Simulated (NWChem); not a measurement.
# PH (SMILES [PH]): UHF/3-21G

Aim: the vertical ionisation energy of PH at UHF/3-21G, from 2 runs. 

The results are computed with NWChem 7.3.0.

19 further runs of the same task are left out: 19 set aside as unsound or not needed. Runs told in other sessions of the task aren't counted.

## 1. Starting point

The species is PH (2 atoms), meant as a triplet with charge 0. As SMILES, `[PH]`. Geometry: relaxed at PBE0-D4/def2-TZVP.

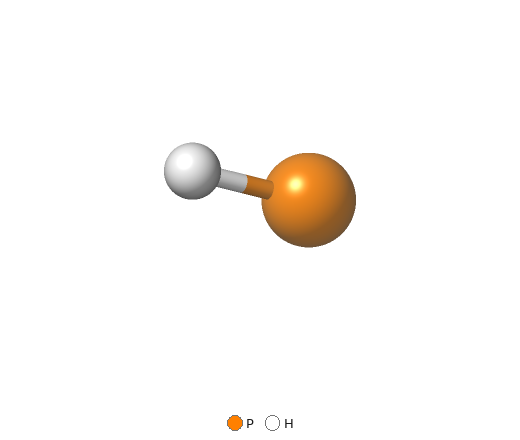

Viewed from a chosen angle; phosphorus orange, hydrogen white.

## 2. Energy and gradient at UHF/3-21G

The input, input.nw:

```
start input
title "HP"
memory stack 880 mb heap 220 mb global 1100 mb
geometry units angstrom noautosym nocenter noautoz
P      0.000000     0.000000    -0.014610
H      0.000000     0.000000     1.413680
end
basis "ao basis" spherical bse
* library 3-21G
end
scf
nopen 2
uhf
thresh 1e-08
maxiter 80
print low
end
task scf gradient
```

Launch:

```bash
nwchem input.nw > input.out
```

Log (excerpt; [...] marks lines left out):

```text
[...]
  functions       =    15
[...]
  wavefunction    = UHF
[...]
         Total SCF energy =   -339.552862230531
      One electron energy =   -481.195158918913
      Two electron energy =    136.084840755066
 Nuclear repulsion energy =      5.557455933316
                       Sz =      1.0000
                 Sz(Sz+1) =      2.0000
                      S^2 =      2.0108
[...]
                         UHF ENERGY GRADIENTS
    atom               coordinates                        gradient
                 x          y          z           x          y          z
   1 P       0.000000   0.000000  -0.027609    0.000000  -0.000000   0.004540
   2 H       0.000000   0.000000   2.671468   -0.000000   0.000000  -0.004540
 Task  times  cpu:        0.3s     wall:        0.3s
 Total times  cpu:        0.4s     wall:        0.4s
```

Wall time 1 s (1 thread of Intel Xeon Platinum 8175M at 2.50GHz (Skylake/Cascade Lake), shared host); peak memory 0.099 GiB.

## 3. The doublet cation: a single-point energy at UHF/3-21G

The input, run.py:

```python
from ase import Atoms
from ase.calculators.nwchem import NWChem

molecule = Atoms(['P', 'H'], positions=[
    [-0.000000, -0.000000, -0.014610],
    [0.000000, 0.000000, 1.413680],
])

calc = NWChem(
    label='run',
    theory='scf',
    memory='2200 mb',
    basis='3-21G',
    basispar='spherical bse',
    charge=1,
    scf={'nopen': '1', 'uhf': None, 'thresh': '1e-08', 'maxiter': '80'},
    task='energy',
)
molecule.calc = calc

print(f"energy = {molecule.get_potential_energy():.6f} eV")
```

Launch:

```bash
export ASE_NWCHEM_COMMAND="nwchem PREFIX.nwi > PREFIX.nwo"
python run.py
```

Log:

```text
energy = -9229.827003 eV
```

The calculator wrote run.nwi:

```
title "run"

permanent_dir run

scratch_dir run

start run

geometry units angstrom nocenter noautosym noautoz
  P  -0.0000000000000000e+00 -0.0000000000000000e+00 -1.4610000000000000e-02
  H  0.0000000000000000e+00 0.0000000000000000e+00 1.4136800000000000e+00
end

charge 1

memory 2200 mb

basis spherical bse noprint
   * library 3-21G
end

scf
  nopen 1
  uhf
  thresh 1e-08
  maxiter 80
end

task scf energy
```

run.nwo (excerpt; [...] marks lines left out):

```text
[...]
  functions       =    15
[...]
  wavefunction    = UHF
[...]
         Total SCF energy =   -339.189888904533
      One electron energy =   -475.289659489290
      Two electron energy =    130.542314651442
 Nuclear repulsion energy =      5.557455933316
                       Sz =      0.5000
                 Sz(Sz+1) =      0.7500
                      S^2 =      0.7531
[...]
```

Run time: 1.9 s. Hardware: 1 thread of Intel Xeon Platinum 8175M at 2.50GHz (Skylake/Cascade Lake), shared host; peak memory 0.098 GiB.

## 4. Outcome

Level: UHF/3-21G.

| quantity | value |
| --- | --- |
| triplet PH: total energy | -339.55286 Eh |
| triplet PH: ⟨S²⟩ | 2.011 |
| triplet PH: largest force on an atom | 0.233 eV/Å |
| doublet cation: total energy | -339.18989 Eh |
| doublet cation: HOMO energy (highest over α and β) | -19.20 eV |
| doublet cation: LUMO energy (lowest over α and β) | -9.26 eV |
| doublet cation: ⟨S²⟩ | 0.753 |
| vertical ionisation energy (to the doublet cation) | 9.877 eV |

Removing an electron at fixed nuclei costs 9.88 eV (228 kcal/mol).
